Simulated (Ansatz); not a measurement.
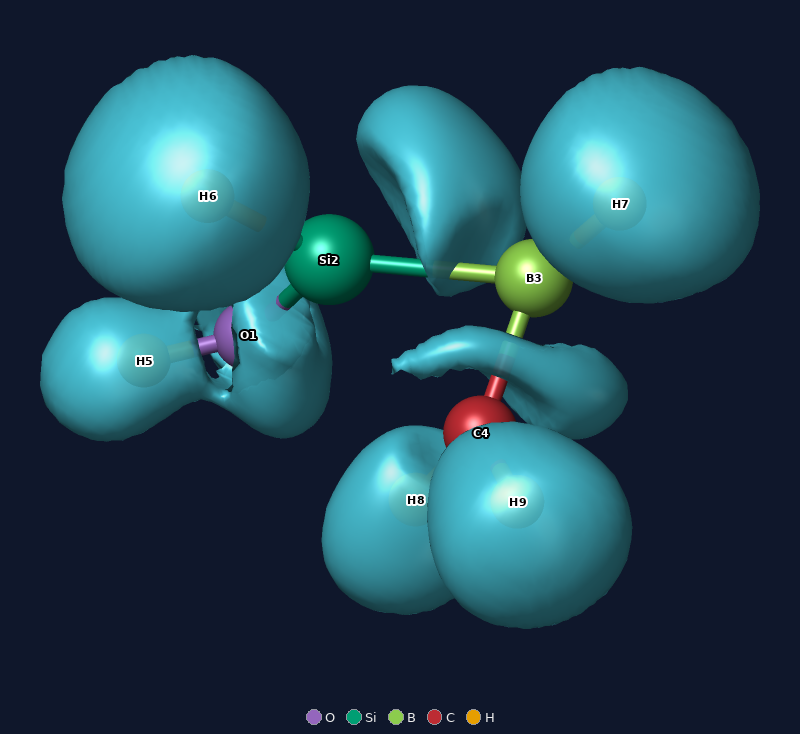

The picture shows: CH$_{5}$BOSi. Isosurface of the electron localisation function at 0.8 (cyan), seen at a tilt. Core shells and regions of very low density are left out.

Level of theory: Ansatz 0.2.0, RKS B3LYP/def2-SVP.

```xyz
9

O    -0.9164    0.7584   -1.6042
Si    0.2918    0.7488   -0.4584
B     1.2010   -0.7899    0.1722
C    -0.1522   -1.0082    0.7287
H    -1.5733    1.4630   -1.5370
H     0.3700    2.1267    0.1209
H     2.2806   -0.9877    0.6568
H    -1.0937   -0.9491    0.1639
H    -0.3193   -1.4083    1.7399
```

### What do the ELF domains correspond to?

The surface consists of one region between bonded B–C atoms (shared pairs), four regions around hydrogen nuclei, one region on Si in which the atom's valence shell and bonds are merged and one joined region spread over several atoms (H, O), in which their bonds and any lone pairs are merged. Profiles from the grid: C–B (1.48 Å): the ELF peaks at about 0.95 between the atoms; localised, covalent bonding. Si–O (1.67 Å): the ELF peaks at about 0.85 between the atoms; a shared but strongly polarised pair.
